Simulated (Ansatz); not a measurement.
**doublet CH6B2O+ at 6 levels**

Wanted: a comparison of 6 runs (U-wB97M-V/def2-SVP, U-wB97X/def2-SVP, UHSE06/def2-SVP, UPBE-QIDH/def2-SVP, USVWN5/def2-SVP, RPA@PBE/def2-SVP) of doublet CH6B2O+. 

The calculation is run with Ansatz 0.2.0.

69 further runs of the same task are left out: 69 set aside as unsound or not needed.

## Step 1: The molecule

The species is CH6B2O+ (10 atoms), meant as a doublet with charge +1. As SMILES of the parent species, `BB(C)O`. Geometry: relaxed at PBE0-D4/def2-TZVP. This is one conformer, not always the lowest. That shape belongs to the parent species and isn't relaxed for this state.

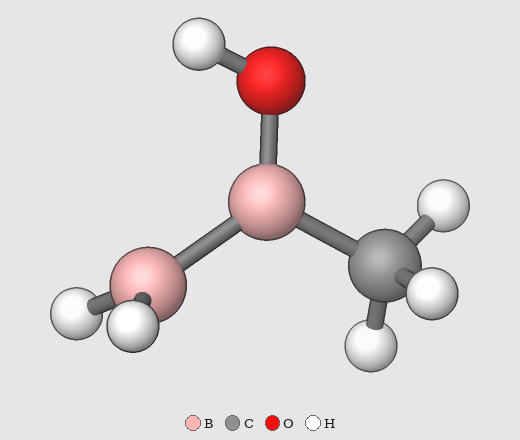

Viewed from a chosen angle; boron pink, carbon grey, oxygen red, hydrogen white.

## Step 2: The energy at U-wB97M-V/def2-SVP (run 1)

The input, run.yaml:

```yaml
crystal:
  periodic: [false, false, false]
  atoms:
    - {symbol: B, position_ang: [-1.157400, 0.826800, -0.622100]}
    - {symbol: B, position_ang: [0.289400, 0.045900, -0.271000]}
    - {symbol: C, position_ang: [0.377300, -0.834700, 1.032200]}
    - {symbol: O, position_ang: [1.432600, 0.117800, -1.017900]}
    - {symbol: H, position_ang: [-2.010400, 0.312100, -1.292200]}
    - {symbol: H, position_ang: [-1.440400, 1.898900, -0.162200]}
    - {symbol: H, position_ang: [-0.546500, -1.371000, 1.265900]}
    - {symbol: H, position_ang: [1.200400, -1.552500, 0.975700]}
    - {symbol: H, position_ang: [0.572700, -0.174500, 1.886700]}
    - {symbol: H, position_ang: [1.365300, 0.679800, -1.792300]}
basis:
  gaussian: {orbitals: def2-SVP}
total_charge: 1
magnetization: {spin_polarized: true, initial_magnetization: 1}
hamiltonian: {xc: {name: wB97M-V}}
accuracy: high
output: {orbitals: {seedname: orbitals}}
```

The run is started by

```console
$ ansatz run run.yaml --threads 1 --pin off --max-ram 3480MiB --events-out events.jsonl --progress --plain --runs-dir runs
```

The log of the run:

```text
Warning: RAYON_NUM_THREADS=1 ignored (pool sized by the plan → 1); use --threads N
Functional definition: wB97M-V
  name "wB97M-V"
  parameter omega = 0.3/bohr
  parameter cx = 0.15
  parameter cx01 = 1.007
  parameter cx10 = 0.259
  parameter css00 = 0.443
  parameter css04 = -1.437
  parameter css10 = -4.535
  parameter css20 = -3.390
  parameter css43 = 4.278
  parameter cos00 = 1.000
  parameter cos10 = 1.358
  parameter cos20 = 2.924
  parameter cos21 = -8.812
  parameter cos60 = -1.390
  parameter cos61 = 9.142
  parameter b = 6.0
  parameter c = 0.01
  gx(w, u) = 1 - cx + cx01*u + cx10*w
  gss(w, u) = css00 + css04*u^4 + css10*w + css20*w^2 + css43*w^4*u^3
  gos(w, u) = cos00 + cos10*w + (cos20 + cos21*u)*w^2 + (cos60 + cos61*u)*w^6
  exchange = spin_sum(e_x_unif_sr(omega)*gx(b97_w, b97_u_x)) + cx*exact_x_sr(omega) + exact_x_lr(omega)
  correlation = spin_sum(e_c_pw_mod_same_spin*gss(b97_w, b97_u_same))
      + integral(e_c_pw_mod_opposite_spin*gos(b97_w_opposite, b97_u_opposite)) + vv10(b, c)
2072 factors; integrals over basis functions are off by at most 3.3e-9 eV
382 factors; integrals over basis functions are off by at most 2.3e-9 eV
mean field evaluation 1: about -4509.6079 eV, gradient 4.7e1 eV
mean field evaluation 2: about -4503.9231 eV, gradient 6.2e1 eV
mean field evaluation 4: about -4518.7576 eV, gradient 2.2e0 eV
mean field evaluation 8: about -4518.9186 eV, gradient 2.1e-1 eV
mean field evaluation 16: about -4518.9208 eV, gradient 3.4e-3 eV
mean field evaluation 32: about -4518.9208 eV, gradient 8.3e-7 eV
mean field -4518.92082366 eV, -166.0672772349 hartree, gradient 7.7e-8 eV, S^2 0.753059; 0 other end points of the search recorded, 0 dependent functions left out
reference -4518.92082811 eV, -166.0672773986 hartree; 15, 14 occupied and 71, 72 virtual orbitals, 2072 factors
Total energy: -4518.92082811 eV, -166.0672773986 hartree
```

Wall time 1.8 min (1 thread of Arm Neoverse V2, shared host); peak memory 0.93 GiB.

## Step 3: A single-point energy at U-wB97X/def2-SVP (run 2)

The input, molecule.yaml:

```yaml
crystal:
  periodic: [false, false, false]
  atoms:
    - {symbol: B, position_ang: [-1.157400, 0.826800, -0.622100]}
    - {symbol: B, position_ang: [0.289400, 0.045900, -0.271000]}
    - {symbol: C, position_ang: [0.377300, -0.834700, 1.032200]}
    - {symbol: O, position_ang: [1.432600, 0.117800, -1.017900]}
    - {symbol: H, position_ang: [-2.010400, 0.312100, -1.292200]}
    - {symbol: H, position_ang: [-1.440400, 1.898900, -0.162200]}
    - {symbol: H, position_ang: [-0.546500, -1.371000, 1.265900]}
    - {symbol: H, position_ang: [1.200400, -1.552500, 0.975700]}
    - {symbol: H, position_ang: [0.572700, -0.174500, 1.886700]}
    - {symbol: H, position_ang: [1.365300, 0.679800, -1.792300]}
basis:
  gaussian: {orbitals: def2-SVP}
total_charge: 1
output: {orbitals: {seedname: orbitals}}
magnetization: {spin_polarized: true, initial_magnetization: 1}
accuracy: high
hamiltonian: {xc: {name: wB97X}}
```

The run is started by

```console
$ ansatz run molecule.yaml --threads 1 --pin off --max-ram 3480MiB --events-out events.jsonl --progress --plain --runs-dir runs
```

The log of the run:

```text
Warning: RAYON_NUM_THREADS=1 ignored (pool sized by the plan → 1); use --threads N
Functional definition: wB97X
  name "wB97X"
  parameter omega = 0.3/bohr
  parameter cx = 0.157706
  parameter cx1 = 0.726479
  parameter cx2 = 1.04760
  parameter cx3 = -5.70635
  parameter cx4 = 13.2794
  parameter css1 = -4.33879
  parameter css2 = 18.2308
  parameter css3 = -31.7430
  parameter css4 = 17.2901
  parameter cos1 = 2.37031
  parameter cos2 = -11.3995
  parameter cos3 = 6.58405
  parameter cos4 = -3.78132
  exchange = spin_sum(e_x_unif_sr(omega)*poly(b97_u_x, 1 - cx, cx1, cx2, cx3, cx4)) + cx*exact_x_sr(omega)
      + exact_x_lr(omega)
  correlation = spin_sum(e_c_pw_same_spin*poly(b97_u_same, 1, css1, css2, css3, css4))
      + integral(e_c_pw_opposite_spin*poly(b97_u_opposite, 1, cos1, cos2, cos3, cos4))
2072 factors; integrals over basis functions are off by at most 3.3e-9 eV
382 factors; integrals over basis functions are off by at most 2.3e-9 eV
mean field evaluation 1: about -4511.0068 eV, gradient 4.8e1 eV
mean field evaluation 2: about -4505.2137 eV, gradient 6.3e1 eV
mean field evaluation 4: about -4520.0524 eV, gradient 2.1e0 eV
mean field evaluation 8: about -4520.2245 eV, gradient 2.3e-1 eV
mean field evaluation 16: about -4520.2269 eV, gradient 9.5e-4 eV
mean field evaluation 32: about -4520.2269 eV, gradient 4.3e-7 eV
mean field -4520.22688694 eV, -166.1152741753 hartree, gradient 9.3e-8 eV, S^2 0.755531; 0 other end points of the search recorded, 0 dependent functions left out
reference -4520.22688393 eV, -166.1152740645 hartree; 15, 14 occupied and 71, 72 virtual orbitals, 2072 factors
Total energy: -4520.22688393 eV, -166.1152740645 hartree
```

It took 48 s on 1 thread of Arm Neoverse V2, shared host; peak memory 0.76 GiB.

Run 3 isn't shown in full; the table further down has it.

## Step 4: The energy at UPBE-QIDH/def2-SVP (run 4)

The input, input.yaml:

```yaml
crystal:
  periodic: [false, false, false]
  atoms:
    - symbol: B
      position_ang: [-1.157400, 0.826800, -0.622100]
    - symbol: B
      position_ang: [0.289400, 0.045900, -0.271000]
    - symbol: C
      position_ang: [0.377300, -0.834700, 1.032200]
    - symbol: O
      position_ang: [1.432600, 0.117800, -1.017900]
    - symbol: H
      position_ang: [-2.010400, 0.312100, -1.292200]
    - symbol: H
      position_ang: [-1.440400, 1.898900, -0.162200]
    - symbol: H
      position_ang: [-0.546500, -1.371000, 1.265900]
    - symbol: H
      position_ang: [1.200400, -1.552500, 0.975700]
    - symbol: H
      position_ang: [0.572700, -0.174500, 1.886700]
    - symbol: H
      position_ang: [1.365300, 0.679800, -1.792300]
basis:
  gaussian:
    orbitals: def2-SVP
total_charge: 1
magnetization:
  spin_polarized: true
  initial_magnetization: 1
hamiltonian:
  xc: {name: PBE-QIDH}
correlation:
  frozen_orbitals: {B: 1, C: 1, H: 0, O: 1}
accuracy: high
output: {orbitals: {seedname: orbitals}}
```

The run is started by

```console
$ ansatz run input.yaml --threads 1 --pin off --max-ram 3480MiB --events-out events.jsonl --progress --plain --runs-dir runs
```

The log of the run:

```text
Warning: RAYON_NUM_THREADS=1 ignored (pool sized by the plan → 1); use --threads N
Functional definition: PBE-QIDH
  name "PBE-QIDH"
  parameter a = 3^(-1/3)
  parameter c = 1/3
  exchange = (1 - a)*pbe_x + a*exact_x
  correlation = (1 - c)*pbe_c + c*(mp2_os + mp2_ss)
2072 factors; integrals over basis functions are off by at most 3.3e-9 eV
mean field evaluation 1: about -4501.5653 eV, gradient 4.2e1 eV
mean field evaluation 2: about -4501.6382 eV, gradient 4.1e1 eV
mean field evaluation 4: about -4508.6833 eV, gradient 6.1e0 eV
mean field evaluation 8: about -4508.8745 eV, gradient 5.2e-1 eV
mean field evaluation 16: about -4508.8816 eV, gradient 3.7e-3 eV
mean field evaluation 32: about -4508.8816 eV, gradient 3.7e-7 eV
mean field -4508.88160244 eV, -165.6983426601 hartree, gradient 7.3e-8 eV, S^2 0.762359; 0 other end points of the search recorded, 0 dependent functions left out
4 core orbitals not correlated: weight in the atoms' cores, before any rotation towards them, 1.000 or more for the frozen orbitals, at most 0.000 for the correlated occupied ones
reference -4508.88160353 eV, -165.6983427000 hartree; 11, 10 occupied and 71, 72 virtual orbitals, 2072 factors
second order -14.99593939 eV of doubles, -0.00000000 eV of singles
Total energy: -4513.88024999 eV, -165.8820395693 hartree
```

It took 15 s on 1 thread of Arm Neoverse V2, shared host; peak memory 0.36 GiB.

Run 5 isn't shown in full; the table further down has it.

## Step 5: A single-point energy at RPA@PBE/def2-SVP (run 6)

The input, job.yaml:

```yaml
crystal:
  periodic: [false, false, false]
  atoms:
    - {symbol: B, position_ang: [-1.157400, 0.826800, -0.622100]}
    - {symbol: B, position_ang: [0.289400, 0.045900, -0.271000]}
    - {symbol: C, position_ang: [0.377300, -0.834700, 1.032200]}
    - {symbol: O, position_ang: [1.432600, 0.117800, -1.017900]}
    - {symbol: H, position_ang: [-2.010400, 0.312100, -1.292200]}
    - {symbol: H, position_ang: [-1.440400, 1.898900, -0.162200]}
    - {symbol: H, position_ang: [-0.546500, -1.371000, 1.265900]}
    - {symbol: H, position_ang: [1.200400, -1.552500, 0.975700]}
    - {symbol: H, position_ang: [0.572700, -0.174500, 1.886700]}
    - {symbol: H, position_ang: [1.365300, 0.679800, -1.792300]}
basis:
  gaussian:
    orbitals: def2-SVP
total_charge: 1
magnetization:
  spin_polarized: true
  initial_magnetization: 1
hamiltonian:
  xc: pbe
correlation:
  method: rpa
  frozen_orbitals: {B: 1, C: 1, H: 0, O: 1}
accuracy: high
```

The run is started by

```console
$ ansatz run job.yaml --threads 1 --pin off --max-ram 3480MiB --events-out events.jsonl --progress --plain --runs-dir runs
```

The log of the run:

```text
Warning: RAYON_NUM_THREADS=1 ignored (pool sized by the plan → 1); use --threads N
Functional definition: PBE
  name "PBE"
  parameter kappa = 0.804
  parameter beta = 0.06672455060314922
  exchange = pbe_x(kappa = kappa, mu = beta*pi^2/3)
  correlation = pbe_c(beta = beta)
2072 factors; integrals over basis functions are off by at most 3.3e-9 eV
mean field evaluation 1: about -4492.9432 eV, gradient 6.8e1 eV
mean field evaluation 2: about -4492.9372 eV, gradient 6.8e1 eV
mean field evaluation 4: about -4507.3954 eV, gradient 3.8e1 eV
mean field evaluation 8: about -4515.4474 eV, gradient 1.3e0 eV
mean field evaluation 16: about -4515.4556 eV, gradient 1.6e-4 eV
mean field evaluation 32: about -4515.4535 eV, gradient 2.1e-1 eV
mean field evaluation 64: about -4486.0672 eV, gradient 3.0e1 eV
mean field -4515.45564878 eV, -165.9399344069 hartree, gradient 3.2e-8 eV, S^2 0.751768; 2 other end points of the search recorded, 0 dependent functions left out
4 core orbitals not correlated: weight in the atoms' cores, before any rotation towards them, 1.000 or more for the frozen orbitals, at most 0.000 for the correlated occupied ones
reference -4492.41685273 eV, -165.0932742683 hartree; 11, 10 occupied and 71, 72 virtual orbitals, 2072 factors
Total energy: -4515.23340604 eV, -165.9317671369 hartree
```

It took 16 s on 1 thread of Arm Neoverse V2, shared host; peak memory 0.39 GiB.

## Step 6: The series

```
run               level  frozen core orbitals  energy (Eh)  HOMO energy (eV)  LUMO energy (eV)   ⟨S²⟩  wall time
  1  U-wB97M-V/def2-SVP                     –  -166.067277            -17.61            -10.33  0.753    1.8 min
  2    U-wB97X/def2-SVP                     –  -166.115274            -18.03            -10.10  0.756       48 s
  3     UHSE06/def2-SVP                     –  -165.947499            -15.14            -12.57  0.754       13 s
  4  UPBE-QIDH/def2-SVP                     4  -165.882040            -18.17            -10.27  0.762       15 s
  5     USVWN5/def2-SVP                     –  -164.651805            -13.94            -13.14  0.751      5.4 s
  6    RPA@PBE/def2-SVP                     4  -165.931767                 –                 –  0.752       16 s
```

## Step 7: Summary of results

| quantity | value |
| --- | --- |
| run 6: total energy | -165.93177 Eh |
| run 6: RPA correlation energy (valence) | -838.5 mEh |
| run 6: ⟨S²⟩ of the reference determinant | 0.752 |

**Reading.** Totals of different functionals can't be ranked against each other. All runs together took 3.4 min, the longest 1.8 min.
